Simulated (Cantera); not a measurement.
A closed system holds: 1 mol Pb, 0.13 mol CO, a varied amount of N2, held at 1123.15 K and 13.3 mbar.

Method: chemical equilibrium by Gibbs-energy minimisation in Cantera with the NASA 1993 tables (ideal gas, pure condensed phases). Candidate condensed phases: C, Pb, PbO, PbO2, Pb3O4; 27 gas species. The numbers say what is thermodynamically allowed, not how fast it happens.

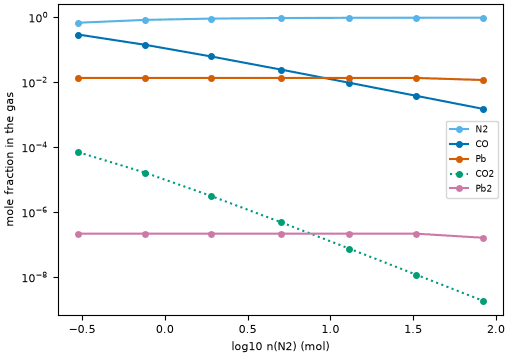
Figure: Equilibrium gas composition (values under 1e-9 drawn at 1e-9)

### Question
Read off the mole fractions at 83 mol N2.

### Answer
N2 about 0.99, Pb about 0.012, CO about 0.0015, Pb2 about 1.7e-7.
